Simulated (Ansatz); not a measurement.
# AlGeF (triplet): one geometry, many settings

Aim: run AlGeF (triplet) at one geometry under a spread of methods and options, and see what each costs and gives.

The runs use Ansatz 0.2.0, Gaussian basis; the settings change from run to run.

37 further runs of the same task are left out: 10 for a known fault of the program, 13 that didn't finish, 14 set aside as unsound or not needed. Runs told in other sessions of the task aren't counted.

**1. What is computed**

The geometry is a PBE0/def2-TZVP stationary point (not a proven minimum). No spin-orbit coupling is included. The filled d shell of Ge may be among the frozen orbitals whatever the setting's name suggests.

3 atoms, charge 0, spin multiplicity 3.

Atoms are counted from 1 here; the program's logs count them from 0.

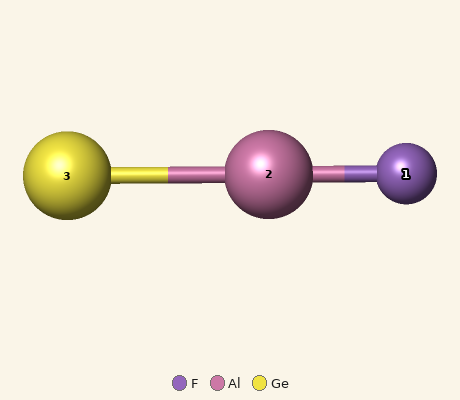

The geometry (fluorine purple, aluminium pink, germanium yellow); atoms are numbered from 1 in the order of the file.

**2. HF (ROHF)/cc-pVDZ**

The input, in.yaml:

```yaml
crystal:
  periodic: [false, false, false]
  atoms:
    - {symbol: F, position_ang: [0.000000, 0.000000, -1.903100]}
    - {symbol: Al, position_ang: [0.000000, 0.000000, -0.254900]}
    - {symbol: Ge, position_ang: [0.000000, 0.000000, 2.158000]}
basis:
  gaussian: {orbitals: cc-pVDZ, point_charges: [{charge: -1.00, position_ang: [4.476, -0.572, 0.884]}]}
magnetization: {spin_polarized: false, initial_magnetization: 2}
hamiltonian: {xc: hf}
output: {forces: true, orbitals: {seedname: orbitals}}
```

Launch:

```bash
$ ansatz run in.yaml --threads 1 --pin off --events-out ev --progress --plain --max-ram 2393MiB
```

What it wrote:

```text
Functional definition: HF
  name "HF"
  cite "Fock, Z. Phys. 61, 126 (1930) doi:10.1007/BF01340294"
  parent pbe
  exchange = exact_x
  correlation = 0
638 factors; integrals over basis functions are off by at most 7.2e-4 eV
mean field evaluation 1: about -65760.9715 eV, gradient 2.9e1 eV
mean field evaluation 2: about -65760.9758 eV, gradient 2.9e1 eV
mean field evaluation 4: about -65762.8422 eV, gradient 1.4e0 eV
mean field evaluation 8: about -65762.8631 eV, gradient 2.5e-3 eV
mean field -65762.86307142 eV, -2416.7406422053 hartree, gradient 1.4e-5 eV, S^2 2.000000; 0 other end points of the search recorded, 0 dependent functions left out
the calculation of the forces begins
reference -65762.86307142 eV, -2416.7406422053 hartree; 28, 26 occupied and 31, 33 virtual orbitals, 638 factors
Total energy: -65762.86307142 eV, -2416.7406422053 hartree
Atom 0 at     0.000000     0.000000    -1.903100 Å, force    -0.069264     0.008851    -1.011768 eV/Å
Atom 1 at     0.000000     0.000000    -0.254900 Å, force     0.351058    -0.044863     0.813858 eV/Å
Atom 2 at     0.000000     0.000000     2.158000 Å, force    -0.143492     0.018337     0.284948 eV/Å
Dipole moment:     0.307820    -0.039337    -0.136495 e Å
```

It took 2.4 s on 1 thread of Arm Neoverse N1, shared host.

**3. CCSD on ROHF/cc-pVDZ**

The input, in.yaml:

```yaml
crystal:
  periodic: [false, false, false]
  atoms:
    - {symbol: F, position_ang: [0.000000, 0.000000, -1.903100]}
    - {symbol: Al, position_ang: [0.000000, 0.000000, -0.254900]}
    - {symbol: Ge, position_ang: [0.000000, 0.000000, 2.158000]}
basis:
  gaussian: {orbitals: cc-pVDZ}
magnetization: {spin_polarized: false, initial_magnetization: 2}
correlation: {method: ccsd, electrons: outside_noble_gas}
output: {forces: true}
```

Launched as before.

What it wrote, cut to the lines that bear on the results:

```text
Functional definition: HF
  name "HF"
  cite "Fock, Z. Phys. 61, 126 (1930) doi:10.1007/BF01340294"
  parent pbe
[...]
638 factors; integrals over basis functions are off by at most 7.2e-4 eV
[...]
mean field -65762.65018882 eV, -2416.7328189140 hartree, gradient 3.3e-6 eV, S^2 2.000000; 2 other end points of the search recorded, 0 dependent functions left out
determinant -65762.65018882 eV, -2416.7328189140 hartree, with singles and doubles -65771.27382261 eV, -2417.0497316104 hartree
determinant -65760.17233818 eV, -2416.6417595822 hartree, with singles and doubles -65768.88812582 eV, -2416.9620588702 hartree
determinant -65759.91861942 eV, -2416.6324355900 hartree, with singles and doubles -65768.71548949 eV, -2416.9557146023 hartree
20 core orbitals not correlated: weight in the atoms' cores, before any rotation towards them, 1.000 or more for the frozen orbitals, at most 0.000 for the correlated occupied ones
reference -65762.65018882 eV, -2416.7328189140 hartree; 8, 6 occupied and 31, 33 virtual orbitals, 638 factors
second order -8.01163412 eV of doubles, -0.05016907 eV of singles
cycle   1  -8.62347380 eV  change    1.6e-4 eV  update   7.2e-4
[...]
cycle   9  -8.62330989 eV  change    1.9e-7 eV  update   7.5e-7
[...]
Total energy: -65771.27349871 eV, -2417.0497197074 hartree
Atom 0 at     0.000000     0.000000    -1.903100 Å, force     0.000000     0.000000    -1.478548 eV/Å
Atom 1 at     0.000000     0.000000    -0.254900 Å, force     0.000000     0.000000     0.999676 eV/Å
Atom 2 at     0.000000     0.000000     2.158000 Å, force     0.000000    -0.000000     0.478871 eV/Å
Dipole moment:    -0.000000     0.000000    -0.028309 e Å
```

Wall time 13 s (1 thread of Arm Neoverse N1, shared host).

From the report: correlation -8.6233 eV; T1 0.020; largest double amplitude 0.08.

**4. NEVPT2(6,7)/cc-pVDZ**

Edit in.yaml of step 3 so:

```diff
@@ -9,3 +9,5 @@
 magnetization: {spin_polarized: false, initial_magnetization: 2}
-correlation: {method: ccsd, electrons: outside_noble_gas}
+correlation: {method: sc_nevpt2, electrons: outside_noble_gas, active_space: {window: {electrons: 6, orbitals: 7}}}
+accuracy: high
+scf: {lower_state_search: off}
 output: {forces: true}
```

The command is unchanged.

What it wrote, cut to the lines that bear on the results:

```text
Functional definition: HF
  name "HF"
  cite "Fock, Z. Phys. 61, 126 (1930) doi:10.1007/BF01340294"
  parent pbe
[...]
1116 factors; integrals over basis functions are off by at most 4.4e-9 eV
[...]
mean field -65762.65034887 eV, -2416.7328247957 hartree, gradient 2.9e-8 eV, S^2 2.000000; 0 other end points of the search recorded, 0 dependent functions left out
reference -65762.65034887 eV, -2416.7328247957 hartree; 28, 26 occupied and 31, 33 virtual orbitals, 1116 factors
state -65763.90061106 eV, -2416.7787710835 hartree
state -65763.90061106 eV, -2416.7787710835 hartree; corrected -65770.92005018 eV, -2417.0367307133 hartree
[...]
Total energy: -65770.92005018 eV, -2417.0367307133 hartree
Atom 0 at     0.000000     0.000000    -1.903100 Å, force    -0.000000    -0.000000    -1.545977 eV/Å
Atom 1 at     0.000000     0.000000    -0.254900 Å, force     0.000000     0.000000     1.022256 eV/Å
Atom 2 at     0.000000     0.000000     2.158000 Å, force    -0.000000    -0.000000     0.523721 eV/Å
Dipole moment:    -0.000000    -0.000000     0.003270 e Å
Checks for a lower state left out: stability, starts, cluster_reference, orbital_swaps, neighbouring_geometries, increment
```

Run time: 14 s. Hardware: 1 thread of Arm Neoverse N1, shared host.

From the report: 296 determinants; active occupations 1.98, 1.92, 0.99, 0.99, 0.05, 0.03, 0.03.

**5. BCCD(T) on UHF/6-31G**

The input, in.yaml:

```yaml
crystal:
  periodic: [false, false, false]
  atoms:
    - {symbol: F, position_ang: [0.000000, 0.000000, -1.903100]}
    - {symbol: Al, position_ang: [0.000000, 0.000000, -0.254900]}
    - {symbol: Ge, position_ang: [0.000000, 0.000000, 2.158000]}
basis:
  gaussian: {orbitals: 6-31G}
magnetization: {spin_polarized: true, initial_magnetization: 2}
correlation: {method: bccd_t, electrons: outside_noble_gas}
```

Launched as before.

What it wrote, cut to the lines that bear on the results:

```text
Functional definition: HF
  name "HF"
  cite "Fock, Z. Phys. 61, 126 (1930) doi:10.1007/BF01340294"
  parent pbe
[...]
468 factors; integrals over basis functions are off by at most 2.9e-4 eV
[...]
mean field -65752.77326903 eV, -2416.3698488064 hartree, gradient 5.8e-6 eV, S^2 2.005541; 2 other end points of the search recorded, 0 dependent functions left out
determinant -65752.77326903 eV, -2416.3698488064 hartree, with singles and doubles -65758.09164025 eV, -2416.5652953439 hartree
determinant -65750.38951183 eV, -2416.2822473452 hartree, with singles and doubles -65755.83283286 eV, -2416.4822857034 hartree
determinant -65750.16029142 eV, -2416.2738236505 hartree, with singles and doubles -65755.55085451 eV, -2416.4719231901 hartree
20 core orbitals not correlated: weight in the atoms' cores, before any rotation towards them, 0.999 or more for the frozen orbitals, at most 0.000 for the correlated occupied ones
reference -65752.77326903 eV, -2416.3698488064 hartree; 8, 6 occupied and 23, 25 virtual orbitals, 468 factors
second order -4.97032178 eV of doubles, -0.00000000 eV of singles
cycle   1  -5.29520507 eV  change   -7.2e-2 eV  update   2.6e-2
[...]
cycle  10  -5.30037534 eV  change    5.4e-6 eV  update   1.7e-5
perturbative correction -0.15843510 eV, -0.0058223825 hartree
Total energy: -65758.23207947 eV, -2416.5704563900 hartree
```

It took 5 s on 1 thread of Arm Neoverse N1, shared host.

From the report: ⟨S²⟩ of the determinant 2.006 (pure triplet: 2.00); correlation -5.4588 eV; largest double amplitude 0.07.

**6. CASSCF(4,5)/cc-pVDZ**

The input, in.yaml:

```yaml
crystal:
  periodic: [false, false, false]
  atoms:
    - {symbol: F, position_ang: [0.000000, 0.000000, -1.903100]}
    - {symbol: Al, position_ang: [0.000000, 0.000000, -0.254900]}
    - {symbol: Ge, position_ang: [0.000000, 0.000000, 2.158000]}
basis:
  gaussian: {orbitals: cc-pVDZ}
magnetization: {spin_polarized: false, initial_magnetization: 2}
correlation: {active_space: {window: {electrons: 4, orbitals: 5}, states: [{multiplicity: 3, weights: [0.5, 1]}]}}
scf: {lower_state_search: light}
```

Same command.

What it wrote:

```text
Functional definition: HF
  name "HF"
  cite "Fock, Z. Phys. 61, 126 (1930) doi:10.1007/BF01340294"
  parent pbe
  exchange = exact_x
  correlation = 0
1085 factors; integrals over basis functions are off by at most 1.4e-7 eV
mean field evaluation 1: about -65760.7408 eV, gradient 2.9e1 eV
mean field evaluation 2: about -65760.7683 eV, gradient 2.9e1 eV
mean field evaluation 4: about -65762.6256 eV, gradient 1.4e0 eV
mean field evaluation 8: about -65762.6493 eV, gradient 1.8e-1 eV
mean field -65762.65034871 eV, -2416.7328247898 hartree, gradient 2.6e-6 eV, S^2 2.000000; 0 other end points of the search recorded, 0 dependent functions left out
reference -65762.65034871 eV, -2416.7328247898 hartree; 28, 26 occupied and 31, 33 virtual orbitals, 1085 factors
state -65763.15545625 eV, -2416.7513871493 hartree
state -65760.48904983 eV, -2416.6533985207 hartree
Total energy: -65761.37785197 eV, -2416.6860613969 hartree
```

Wall time 11 s (1 thread of Arm Neoverse N1, shared host).

From the report: 100 determinants; active occupations (of the averaged states) 1.60, 1.30, 1.00, 0.06, 0.03.

**7. NEVPT2(4,3)/cc-pVDZ**

Edit in.yaml of step 6 so:

```diff
@@ -9,3 +9,3 @@
 magnetization: {spin_polarized: false, initial_magnetization: 2}
-correlation: {active_space: {window: {electrons: 4, orbitals: 5}, states: [{multiplicity: 3, weights: [0.5, 1]}]}}
-scf: {lower_state_search: light}
+correlation: {method: sc_nevpt2, electrons: outside_noble_gas, active_space: {window: {electrons: 4, orbitals: 3}}}
+scf: {lower_state_search: off}
```

Same command.

What it wrote, cut to the lines that bear on the results:

```text
Functional definition: HF
  name "HF"
  cite "Fock, Z. Phys. 61, 126 (1930) doi:10.1007/BF01340294"
  parent pbe
[...]
638 factors; integrals over basis functions are off by at most 7.2e-4 eV
[...]
mean field -65762.65018882 eV, -2416.7328189140 hartree, gradient 3.3e-6 eV, S^2 2.000000; 0 other end points of the search recorded, 0 dependent functions left out
reference -65762.65018882 eV, -2416.7328189140 hartree; 28, 26 occupied and 31, 33 virtual orbitals, 638 factors
state -65762.65018882 eV, -2416.7328189140 hartree
state -65762.65018882 eV, -2416.7328189140 hartree; corrected -65770.56392282 eV, -2417.0236432741 hartree
WARN: 1 active orbitals are nearly empty or full. The corrections depend on them more than the energy does, and are more stable in an active space without them
Total energy: -65770.56392282 eV, -2417.0236432741 hartree
Checks for a lower state left out: stability, starts, cluster_reference, orbital_swaps, neighbouring_geometries, increment
```

It took 3.2 s on 1 thread of Arm Neoverse N1, shared host.

From the report: 2 determinants; active occupations 2.00, 1.00, 1.00. The report marks this result as in doubt.

**8. CCSD on ROHF/6-31G**

The input, in.yaml:

```yaml
crystal:
  periodic: [false, false, false]
  atoms:
    - {symbol: F, position_ang: [0.000000, 0.000000, -1.903100]}
    - {symbol: Al, position_ang: [0.000000, 0.000000, -0.254900]}
    - {symbol: Ge, position_ang: [0.000000, 0.000000, 2.158000]}
basis:
  gaussian: {orbitals: 6-31G}
magnetization: {spin_polarized: false, initial_magnetization: 2}
correlation: {method: ccsd, electrons: outside_noble_gas, diis_vectors: 4}
scf: {lower_state_search: full}
output: {forces: true}
```

The command is unchanged.

What it wrote, cut to the lines that bear on the results:

```text
Functional definition: HF
  name "HF"
  cite "Fock, Z. Phys. 61, 126 (1930) doi:10.1007/BF01340294"
  parent pbe
[...]
468 factors; integrals over basis functions are off by at most 2.9e-4 eV
[...]
mean field -65752.72713614 eV, -2416.3681534540 hartree, gradient 8.0e-6 eV, S^2 2.000000; 10 other end points of the search recorded, 0 dependent functions left out
[...]
determinant -65752.72713614 eV, -2416.3681534540 hartree, with singles and doubles -65758.08771935 eV, -2416.5651512532 hartree
determinant -65750.31038878 eV, -2416.2793396266 hartree, with singles and doubles -65755.83066968 eV, -2416.4822062079 hartree
determinant -65749.92269066 eV, -2416.2650919833 hartree, with singles and doubles -65755.56715522 eV, -2416.4725222299 hartree
20 core orbitals not correlated: weight in the atoms' cores, before any rotation towards them, 0.999 or more for the frozen orbitals, at most 0.000 for the correlated occupied ones
reference -65752.72713614 eV, -2416.3681534540 hartree; 8, 6 occupied and 23, 25 virtual orbitals, 468 factors
second order -4.98764292 eV of doubles, -0.03092136 eV of singles
cycle   1  -5.36158904 eV  change   -1.0e-1 eV  update   2.3e-2
[...]
cycle  13  -5.37929455 eV  change   -1.5e-6 eV  update   1.3e-6
[...]
Total energy: -65758.10643070 eV, -2416.5658388827 hartree
Atom 0 at     0.000000     0.000000    -1.903100 Å, force     0.000000    -0.000000    -2.152764 eV/Å
Atom 1 at     0.000000     0.000000    -0.254900 Å, force    -0.000000     0.000000     0.970210 eV/Å
Atom 2 at     0.000000     0.000000     2.158000 Å, force     0.000000    -0.000000     1.182554 eV/Å
Dipole moment:     0.000000    -0.000000     0.058969 e Å
```

Wall time 9.5 s (1 thread of Arm Neoverse N1, shared host).

From the report: correlation -5.3793 eV; T1 0.025; largest double amplitude 0.07.

**9. BCCD on ROHF/cc-pVDZ**

The input, in.yaml:

```yaml
crystal:
  periodic: [false, false, false]
  atoms:
    - {symbol: F, position_ang: [0.000000, 0.000000, -1.903100]}
    - {symbol: Al, position_ang: [0.000000, 0.000000, -0.254900]}
    - {symbol: Ge, position_ang: [0.000000, 0.000000, 2.158000]}
basis:
  gaussian: {orbitals: cc-pVDZ}
magnetization: {spin_polarized: false, initial_magnetization: 2}
correlation: {method: bccd, electrons: outside_noble_gas}
scf: {omitted_lower_state_checks: [cluster_reference]}
```

Same command.

What it wrote, cut to the lines that bear on the results:

```text
Functional definition: HF
  name "HF"
  cite "Fock, Z. Phys. 61, 126 (1930) doi:10.1007/BF01340294"
  parent pbe
[...]
638 factors; integrals over basis functions are off by at most 7.2e-4 eV
[...]
mean field -65762.65018882 eV, -2416.7328189140 hartree, gradient 3.3e-6 eV, S^2 2.000000; 0 other end points of the search recorded, 0 dependent functions left out
20 core orbitals not correlated: weight in the atoms' cores, before any rotation towards them, 1.000 or more for the frozen orbitals, at most 0.000 for the correlated occupied ones
reference -65762.65018882 eV, -2416.7328189140 hartree; 8, 6 occupied and 31, 33 virtual orbitals, 638 factors
second order -8.01163412 eV of doubles, -0.05016907 eV of singles
cycle   1  -8.31420618 eV  change   -2.5e-1 eV  update   9.1e-2
[...]
cycle  11  -8.59848674 eV  change   -9.4e-8 eV  update   1.3e-5
Total energy: -65771.24867557 eV, -2417.0488074735 hartree
Checks for a lower state left out: cluster_reference
```

Wall time 3.3 s (1 thread of Arm Neoverse N1, shared host).

From the report: correlation -8.5985 eV; largest double amplitude 0.08.

**10. FCI/STO-3G**

The input, in.yaml:

```yaml
crystal:
  periodic: [false, false, false]
  atoms:
    - {symbol: F, position_ang: [0.000000, 0.000000, -1.903100]}
    - {symbol: Al, position_ang: [0.000000, 0.000000, -0.254900]}
    - {symbol: Ge, position_ang: [0.000000, 0.000000, 2.158000]}
basis:
  gaussian: {orbitals: STO-3G}
magnetization: {spin_polarized: false, initial_magnetization: 2}
correlation: {method: fci, electrons: outside_noble_gas}
```

Same command.

What it wrote:

```text
Functional definition: HF
  name "HF"
  cite "Fock, Z. Phys. 61, 126 (1930) doi:10.1007/BF01340294"
  parent pbe
  exchange = exact_x
  correlation = 0
447 factors; integrals over basis functions are off by at most 4.9e-8 eV
mean field evaluation 1: about -64998.6126 eV, gradient 2.1e1 eV
mean field evaluation 2: about -64998.6309 eV, gradient 2.1e1 eV
mean field evaluation 4: about -65000.6592 eV, gradient 1.3e0 eV
mean field evaluation 8: about -65000.6698 eV, gradient 3.4e-2 eV
mean field -65000.66982089 eV, -2388.7305568813 hartree, gradient 1.9e-6 eV, S^2 2.000000; 0 other end points of the search recorded, 0 dependent functions left out
mean field evaluation 16: about -65000.4989 eV, gradient 4.7e0 eV
mean field evaluation 32: about -65000.3624 eV, gradient 3.8e0 eV
20 core orbitals not correlated, not the lowest: weight in the atoms' cores, before any rotation towards them, 0.892 or more for the frozen orbitals, at most 0.092 for the correlated occupied ones
reference -65000.66982089 eV, -2388.7305568813 hartree; 8, 6 occupied and 4, 6 virtual orbitals, 447 factors
state -65002.86380927 eV, -2388.8111844670 hartree
Total energy: -65002.86380927 eV, -2388.8111844670 hartree
```

Wall time 3.4 s (1 thread of Arm Neoverse N1, shared host).

From the report: 156,168 determinants, symmetry A2.

**11. The runs in one table**

Where basis and cores are those of an earlier UCCSDT(Q)/cc-pVDZ run (-65771.5670 eV), and the records show the same count of frozen orbitals and kind of state, the miss against it is given; a blank cell means that this couldn't be shown. † marks a result that the program doubts.

```csv
level,correlated,functions,energy (eV),from UCCSDT(Q) (meV),time
HF (ROHF)/cc-pVDZ (beside a point charge),,59,-65762.8631,,2.4 s
CCSD on ROHF/cc-pVDZ,outside noble gas,59,-65771.2735,293.5,13 s
"NEVPT2(6,7)/cc-pVDZ",outside noble gas,59,-65770.9201,647.0,14 s
BCCD(T) on UHF/6-31G,outside noble gas,51,-65758.2321,,5 s
"CASSCF(4,5)/cc-pVDZ (mean of several states)",,59,-65761.3779,,11 s
"NEVPT2(4,3)/cc-pVDZ †",outside noble gas,59,-65770.5639,1003.1,3.2 s
CCSD on ROHF/6-31G,outside noble gas,51,-65758.1064,,9.5 s
BCCD on ROHF/cc-pVDZ,outside noble gas,59,-65771.2487,318.4,3.3 s
FCI/STO-3G,outside noble gas,32,-65002.8638,,3.4 s
```

**12. Outcome**

| quantity | value |
| --- | --- |
| runs | 9 |
| quickest | HF (ROHF)/cc-pVDZ (beside a point charge), 2.4 s |
| slowest | NEVPT2(6,7)/cc-pVDZ, 14 s |

What this shows: Total energies in different bases, with other cores or another treatment of relativity can't be set against each other. «valence» and «outside noble gas» are the program's key words; the logs give how many orbitals each freezes, and for Ga to Kr the 3d shell needn't follow the word's plain sense. NEVPT2(6,7)/cc-pVDZ took 6 times as long as HF (ROHF)/cc-pVDZ (beside a point charge); the jobs differ in more than the method. Among the correlated runs with a miss given, it spans +294 to +1003 meV.
